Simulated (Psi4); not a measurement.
Geometry relaxation, with input and output: SiHCl2 (part 3 of 3)

SiHCl2, multiplicity 2, SMILES Cl[SiH]Cl; M06-2X/def2-SVP, UKS (Psi4 1.11). The geometry comes from this level: PBE0-D4/def2-TZVP.

Geometry of the input (Å):
```
Cl -1.6466  0.1778  0.8894
Si 0.1876  -0.4142  0.2000
Cl 0.2509  -0.2813  -1.8417
H  1.2082  0.5177  0.7524
```

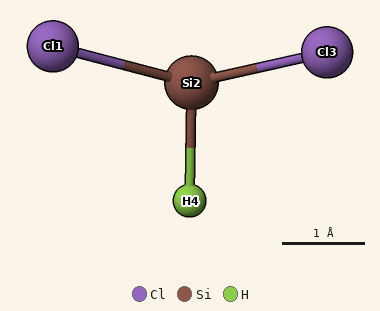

Fig. 1: The geometry at step 1 of the log (ball-and-stick view, seen at a tilt; atoms are numbered from 1 in the order of the input).

**Log, continued**
```
	----------------------------------------------------------------------------------------------
	   Step    Total Energy     Delta E     Max Force     RMS Force      Max Disp      RMS Disp
	----------------------------------------------------------------------------------------------
	  Convergence Criteria     1.00e-06 *    3.00e-04 *             o    1.20e-03 *             o
	----------------------------------------------------------------------------------------------
	     2   -1210.11486978   -1.61e-04      1.84e-03      8.70e-04 o    8.76e-03      4.27e-03 o  ~
	----------------------------------------------------------------------------------------------

Next Geometry in Ang
	Fragment 1 (Ang)

	   Cl  -1.2285010091   0.3277307422   1.1689373770
	   Si   0.6220813917  -0.2656936713   0.4768729286
	   Cl   0.6821133886  -0.1345474309  -1.5810321210
	    H   1.6408047958   0.6660623473   1.0280219603

    Structure for next step:
    Molecular point group: c1
    Full point group: C1

    Geometry (in Angstrom), charge = 0, multiplicity = 2:

    CL          -1.228005887257     0.327797655826     1.169270721348
    SI           0.622576513549    -0.265626757649     0.477206272886
    CL           0.682608510410    -0.134480517228    -1.580698776687
    H            1.641299917584     0.666129260920     1.028355304569

gradient() will perform analytic gradient computation.

  ==> Geometry <==

    Molecular point group: c1
    Full point group: C1

    Geometry (in Angstrom), charge = 0, multiplicity = 2:

       Center              X                  Y                   Z               Mass
    ------------   -----------------  -----------------  -----------------  -----------------
         CL          -1.228005887257     0.327797655826     1.169270721348    34.968852682000
         SI           0.622576513549    -0.265626757649     0.477206272886    27.976926534650
         CL           0.682608510410    -0.134480517228    -1.580698776687    34.968852682000
         H            1.641299917584     0.666129260920     1.028355304569     1.007825032230

  Running in c1 symmetry.

  Rotational constants: A =      0.52303  B =      0.08379  C =      0.07310 [cm^-1]
  Rotational constants: A =  15679.98434  B =   2511.81673  C =   2191.57178 [MHz]
  Nuclear repulsion =  178.546824611004183

  Charge       = 0
  Multiplicity = 2
  Electrons    = 49
  Nalpha       = 25
  Nbeta        = 24

   => Molecular Quadrature <=

    Radial Scheme          =       TREUTLER
    Pruning Scheme         =           NONE
    Nuclear Scheme         =       TREUTLER

    Blocking Scheme        =         OCTREE
    BS radius alpha        =              1
    Pruning alpha          =              1
    Radial Points          =             75
    Spherical Points       =            302
    Total Points           =          84855
    Total Blocks           =            702
    Max Points             =            255
    Max Functions          =             57
    Weights Tolerance      =       1.00E-15

   => Auxiliary Basis Set <=

  Basis Set: (DEF2-SVP AUX)
    Blend: DEF2-UNIVERSAL-JKFIT
    Number of shells: 120
    Number of basis functions: 402
    Number of Cartesian functions: 485
    Spherical Harmonics?: true
    Max angular momentum: 4

  Cached 100.0% of DFT collocation blocks in 0.281 [GiB].

  Minimum eigenvalue in the overlap matrix is 1.8077531151E-02.
  Reciprocal condition number of the overlap matrix is 5.1380703513E-03.
    Using symmetric orthogonalization.

  ==> Iterations <==

                           Total Energy        Delta E     RMS |[F,P]|

   @DF-UKS iter   0: -1210.11152895680311   -1.21011e+03   2.30008e-04
   @DF-UKS iter   1: -1210.11488077354920   -3.35182e-03   2.77513e-05 DIIS
   @DF-UKS iter   2: -1210.11488214032488   -1.36678e-06   1.62795e-05 DIIS
   @DF-UKS iter   3: -1210.11488263224396   -4.91919e-07   1.06968e-06 DIIS
   @DF-UKS iter   4: -1210.11488263845376   -6.20980e-09   3.92271e-07 DIIS
   @DF-UKS iter   5: -1210.11488263931778   -8.64020e-10   2.45616e-07 DIIS
   @DF-UKS iter   6: -1210.11488263951583   -1.98042e-10   5.63690e-08 DIIS
   @DF-UKS iter   7: -1210.11488263953856   -2.27374e-11   1.75093e-08 DIIS
   @DF-UKS iter   8: -1210.11488263953993   -1.36424e-12   3.87167e-09 DIIS
  Energy and wave function converged.

  ==> Post-Iterations <==

   Electrons on quadrature grid:
      Nalpha   =   24.9999979272 ; deviation = -2.073e-06
      Nbeta    =   23.9999998384 ; deviation = -1.616e-07
      Ntotal   =   48.9999977655 ; deviation = -2.234e-06

   @Spin Contamination Metric:   2.113448075E-03
   @S^2 Expected:                7.500000000E-01
   @S^2 Observed:                7.521134481E-01
   @S   Expected:                5.000000000E-01
   @S   Observed:                5.000000000E-01

    Orbital Energies [Eh]
    ---------------------

    Alpha Occupied:

       1A   -102.643261     2A   -102.643213     3A    -67.098867
       4A     -9.813992     5A     -9.813974     6A     -7.539755
       7A     -7.539751     8A     -7.535468     9A     -7.535464
      10A     -7.534702    11A     -7.534698    12A     -5.635102
      13A     -3.949429    14A     -3.946284    15A     -3.943977
      16A     -0.946462    17A     -0.921546    18A     -0.613507
      19A     -0.479132    20A     -0.478042    21A     -0.439028
      22A     -0.405153    23A     -0.399093    24A     -0.390852
      25A     -0.282671

    Alpha Virtual:

      26A      0.040546    27A      0.043071    28A      0.092680
      29A      0.172195    30A      0.335288    31A      0.346274
      32A      0.370331    33A      0.394476    34A      0.409721
      35A      0.459759    36A      0.535366    37A      0.553967
      38A      0.629711    39A      0.689421    40A      0.769624
      41A      0.816181    42A      0.829500    43A      0.830012
      44A      0.831523    45A      0.835017    46A      0.864195
      47A      0.870526    48A      0.874152    49A      0.985127
      50A      0.991349    51A      1.003546    52A      1.007677
      53A      1.046281    54A      1.082987    55A      1.357970
      56A      1.362248    57A      1.606287    58A      1.633434
      59A      2.061174

    Beta Occupied:

       1A   -102.642223     2A   -102.642175     3A    -67.093837
       4A     -9.813591     5A     -9.813575     6A     -7.538400
       7A     -7.538398     8A     -7.534470     9A     -7.534463
      10A     -7.533623    11A     -7.533618    12A     -5.630527
      13A     -3.944353    14A     -3.942487    15A     -3.937745
      16A     -0.940086    17A     -0.916260    18A     -0.589460
      19A     -0.469281    20A     -0.467855    21A     -0.422514
      22A     -0.396545    23A     -0.393492    24A     -0.389100

    Beta Virtual:

      25A     -0.083995    26A      0.054058    27A      0.055209
      28A      0.100553    29A      0.159750    30A      0.331119
      31A      0.344754    32A      0.371960    33A      0.419186
      34A      0.420058    35A      0.488803    36A      0.545002
      37A      0.564463    38A      0.623828    39A      0.689790
      40A      0.776466    41A      0.819056    42A      0.833008
      43A      0.833212    44A      0.834986    45A      0.838505
      46A      0.869268    47A      0.876230    48A      0.878014
      49A      0.990195    50A      1.003087    51A      1.005203
      52A      1.016555    53A      1.047232    54A      1.086247
      55A      1.357246    56A      1.364855    57A      1.612200
      58A      1.635681    59A      2.078393

    Final Occupation by Irrep:
              A
    DOCC [    24 ]
    SOCC [     1 ]
    NA   [    25 ]
    NB   [    24 ]

  @DF-UKS Final Energy: -1210.11488263953993

   => Energetics <=

    Nuclear Repulsion Energy =            178.5468246110041832
    One-Electron Energy =               -2027.8002774835813398
    Two-Electron Energy =                 675.9764993858385651
    DFT Exchange-Correlation Energy =     -36.8379291528013297
    Empirical Dispersion Energy =           0.0000000000000000
    VV10 Nonlocal Energy =                  0.0000000000000000
    Total Energy =                      -1210.1148826395397009

  UHF NO Occupations:
  HONO-2 :   23  A 1.9998987
  HONO-1 :   24  A 1.9992940
  HONO-0 :   25  A 1.0000000
  LUNO+0 :   26  A 0.0007060
  LUNO+1 :   27  A 0.0001013
  LUNO+2 :   28  A 0.0000952
  LUNO+3 :   29  A 0.0000736

Computation Completed

Properties will be evaluated at   0.000000,   0.000000,   0.000000 [a0]

Properties computed using the SCF density matrix

 Multipole Moments:

 ------------------------------------------------------------------------------------
     Multipole            Electronic (a.u.)      Nuclear  (a.u.)        Total (a.u.)
 ------------------------------------------------------------------------------------

 L = 1.  Multiply by 2.5417464519 to convert [e a0] to [Debye]
 Dipole X            :         -1.6281519            2.0515164            0.4233645
 Dipole Y            :         -0.6081492            0.4417159           -0.1664332
 Dipole Z            :         -1.0289573            1.3510903            0.3221330
 Magnitude           :                                                    0.5574111

 ------------------------------------------------------------------------------------

	total time  =          4 seconds =       0.07 minutes

         ------------------------------------------------------------
                                   SCF GRAD
         ------------------------------------------------------------

  ==> Geometry <==

    Molecular point group: c1
    Full point group: C1

    Geometry (in Angstrom), charge = 0, multiplicity = 2:

       Center              X                  Y                   Z               Mass
    ------------   -----------------  -----------------  -----------------  -----------------
         CL          -1.228005887257     0.327797655826     1.169270721348    34.968852682000
         SI           0.622576513549    -0.265626757649     0.477206272886    27.976926534650
         CL           0.682608510410    -0.134480517228    -1.580698776687    34.968852682000
         H            1.641299917584     0.666129260920     1.028355304569     1.007825032230

  Nuclear repulsion =  178.546824611004183

   => Molecular Quadrature <=

    Radial Scheme          =       TREUTLER
    Pruning Scheme         =           NONE
    Nuclear Scheme         =       TREUTLER

    Blocking Scheme        =         OCTREE
    BS radius alpha        =              1
    Pruning alpha          =              1
    Radial Points          =             75
    Spherical Points       =            302
    Total Points           =          84855
    Total Blocks           =            702
    Max Points             =            255
    Max Functions          =             57
    Weights Tolerance      =       1.00E-15

  -Total Gradient:
     Atom            X                  Y                   Z
    ------   -----------------  -----------------  -----------------
       1        0.000287723887    -0.000030789651     0.000185866325
       2        0.000093897511     0.000160816829     0.000039622295
       3        0.000270184264    -0.000026335332     0.000210116254
       4        0.000247811644    -0.000031410632     0.000177263803

	total time  =          2 seconds =       0.03 minutes

    			-----------------------------------------

    			 OPTKING 3.0: for geometry optimizations

    			        with contributions from

    			-----------------------------------------

	                            ===> Fragment 1 <==

	 Z (Atomic Numbers)          Masses                          Geom
	      17.000000            34.968853         -2.32059481  0.61944779  2.20960143
	      14.000000            27.976927          1.17649910 -0.50196182  0.90178916
	      17.000000            34.968853          1.28994314 -0.25413135 -2.98708777
	       1.000000             1.007825          3.10160733  1.25880187  1.94330989

	 - Coordinate -           - BOHR/RAD -       - ANG/DEG -
	 R(1,2)           =         3.898410           2.062950
	 R(2,3)           =         3.898417           2.062953
	 R(2,4)           =         2.809109           1.486517
	 B(1,2,3)         =         1.920341         110.027411
	 B(1,2,4)         =         1.886067         108.063660
	 B(3,2,4)         =         1.886061         108.063349
	 O(1,2,3,4)       =        -0.981388         -56.229371
	 O(3,2,1,4)       =         0.981390          56.229523
	 O(4,2,1,3)       =        -0.999436         -57.263458

	        --- Internal Coordinate Step in ANG or DEG, aJ/ANG or AJ/DEG ---
	-------------------------------------------------------------------------------
	           Coordinate      Previous         Force          Change          New
	           ----------      --------        ------          ------        ------
	               R(1,2)       2.06295        0.00050        0.00019       2.06314
	               R(2,3)       2.06295        0.00049        0.00019       2.06314
	               R(2,4)       1.48652        0.00002        0.00001       1.48652
	             B(1,2,3)     110.02741       -0.00001       -0.04663     109.98078
	             B(1,2,4)     108.06366        0.00000       -0.01258     108.05108
	             B(3,2,4)     108.06335        0.00000       -0.01239     108.05095
	           O(1,2,3,4)     -56.22937       -0.00001       -0.06360     -56.29297
	           O(3,2,1,4)      56.22952        0.00001        0.06351      56.29303
	           O(4,2,1,3)     -57.26346       -0.00000       -0.04599     -57.30945
	-------------------------------------------------------------------------------

	                                 ==> Convergence Check <==

	Measures of convergence in internal coordinates in au.

	Criteria marked as inactive (o), active & met (*), and active & unmet ( ).

	----------------------------------------------------------------------------------------------
	   Step    Total Energy     Delta E     Max Force     RMS Force      Max Disp      RMS Disp
	----------------------------------------------------------------------------------------------
	  Convergence Criteria     1.00e-06 *    3.00e-04 *             o    1.20e-03 *             o
	----------------------------------------------------------------------------------------------
	     3   -1210.11488264   -1.29e-05      1.10e-04 *    6.32e-05 o    1.11e-03 *    6.76e-04 o  ~
	----------------------------------------------------------------------------------------------

Next Geometry in Ang
	Fragment 1 (Ang)

	   Cl  -1.2279786514   0.3279012303   1.1688700198
	   Si   0.6229036220  -0.2660611789   0.4775049713
	   Cl   0.6822653053  -0.1342879684  -1.5805668771
	    H   1.6412887783   0.6662675589   1.0283254081

    Final optimized geometry and variables:
    Molecular point group: c1
    Full point group: C1

    Geometry (in Angstrom), charge = 0, multiplicity = 2:

    CL          -1.228005887257     0.327797655826     1.169270721348
    SI           0.622576513549    -0.265626757649     0.477206272886
    CL           0.682608510410    -0.134480517228    -1.580698776687
    H            1.641299917584     0.666129260920     1.028355304569

    Psi4 run time: 0:00:21.81

[set-up sections that repeat, and orbital energies of the middle runs, are left out above]
```

**Standard output**
```
Optimizer: Optimization complete!
```

**Trajectory as extended XYZ (Å, eV, eV/Å), 3 frames, from step=0 to step=2**
```
4
Properties=species:S:1:pos:R:3:forces:R:3 step=0 energy=-32928.89874
Cl   -1.6466    0.1778    0.8894   -0.3081   0.0908   0.0998
Si    0.1876   -0.4142    0.2000    0.2970  -0.0780   0.2186
Cl    0.2509   -0.2813   -1.8417   -0.0055   0.0175  -0.3351
H     1.2082    0.5177    0.7524   -0.0270  -0.0280  -0.0140
4
Properties=species:S:1:pos:R:3:forces:R:3 step=1 energy=-32928.90312
Cl   -1.6535    0.1787    0.8954   -0.0974   0.0289   0.0189
Si    0.1923   -0.4133    0.2031    0.0770  -0.0402   0.0599
Cl    0.2540   -0.2829   -1.8502   -0.0133   0.0085  -0.1018
H     1.2117    0.5172    0.7549   -0.0126   0.0009  -0.0089
4
Properties=species:S:1:pos:R:3:forces:R:3 step=2 energy=-32928.90347
Cl   -1.6560    0.1793    0.8969   -0.0148   0.0016  -0.0096
Si    0.1946   -0.4141    0.2048   -0.0048  -0.0083  -0.0020
Cl    0.2546   -0.2829   -1.8531   -0.0139   0.0014  -0.0108
H     1.2133    0.5177    0.7559   -0.0127   0.0016  -0.0091
```

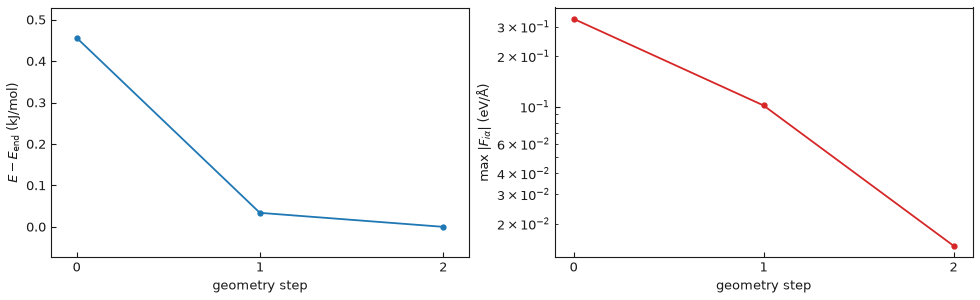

Fig. 2: Progress of the relaxation, step by step (steps are counted from 0). After 2 geometry steps the energy has fallen by 0.46 kJ/mol. Largest force component: 0.34 eV/Å at the start, 0.015 eV/Å at the end. The largest moves after the best rigid fit, 0.013 Å, are those of Cl1 and Cl3. Largest moves by element: Cl 0.013 Å, Si 0.007 Å, H 0.004 Å. Distances before and after: Cl1–Si2 2.047 → 2.063 Å. (Atoms are counted from 1 in the order of the input.)

**Results in brief**

| quantity | value |
| --- | --- |
| outcome | converged |
| total energy | −1210.114883 hartree |
| ⟨S²⟩ | 0.752 |
| dipole moment | 1.42 D |
| wall time | 23 s |
| peak memory | 0.54 GiB |
